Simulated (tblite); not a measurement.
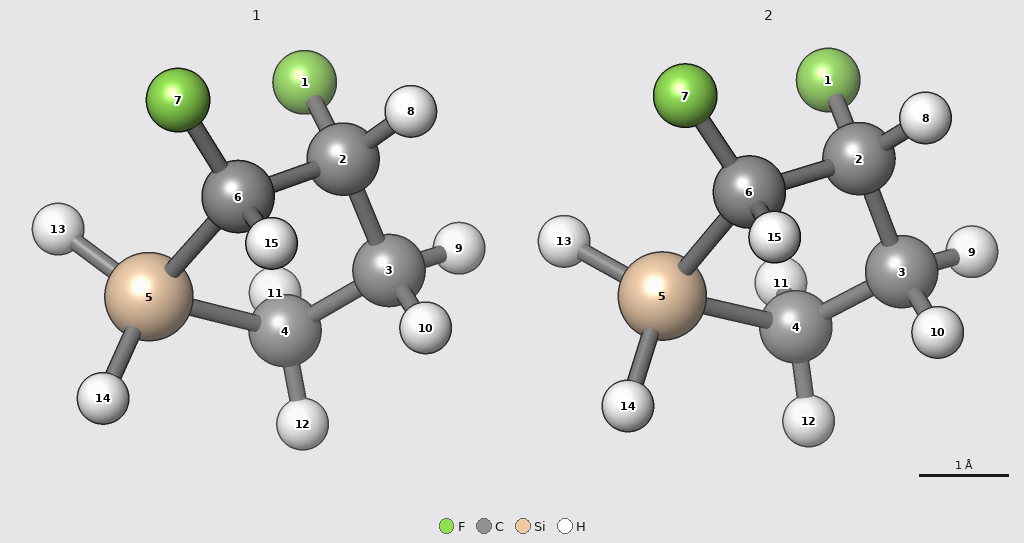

Two geometries of C₄H₈F₂Si, drawn at one scale. One is the start of a relaxation, the other its converged end. A ball-and-stick model, seen from a free direction.

These are results of GFN2-xTB geometry optimisation, gas phase in tblite, not measurements. 

Question: Which geometry has the lower energy?

Answer: Structure 1 is the relaxed one. Over 66 geometry steps the energy falls by 0.119 eV. The atom that moves furthest after the best rigid fit is H14 (0.18 Å). Largest moves by element: H 0.18 Å, F 0.18 Å, Si 0.07 Å, C 0.05 Å. Some distances before and after: Si5–H14 1.498 → 1.464 Å, Si5–H13 1.489 → 1.458 Å, Si5–C6 1.897 → 1.927 Å, C6–F7 1.357 → 1.380 Å. Among the angles between lasting bonds that change: C6–Si5–H13 115.6° → 110.6°, C4–Si5–H14 110.0° → 114.0°, Si5–C6–F7 111.7° → 115.3°.
